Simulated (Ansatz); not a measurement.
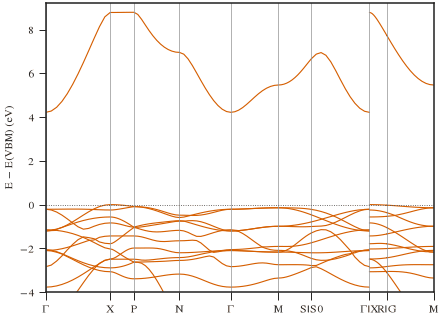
Figure: Band structure from DFT-r²SCAN+D4 in the program Ansatz with PAW potentials

Q: Read off the gap and where the band edges lie.

A: About 4.2 eV (4.22 eV by a search for the band edges); maximum at X, minimum at Γ.

The material is SnF₄ in space group I4/mmm (No. 139; Sn on 2a, F on 4e, F on 4c).

The first step of the workflow began from a Materials Project structure, measured or hypothetical; the Crystallography Open Database files this formula in space group No. 139, but the cells were not matched. Its standing as an ambient phase is unchecked. The r²SCAN+D4 relaxation kept the symmetry of its start; whether a distortion lowers the energy is not shown. Scalar-relativistic: spin–orbit coupling is off unless named, which matters more the heavier the elements.

Potentials: the later of the program's two PAW sets.
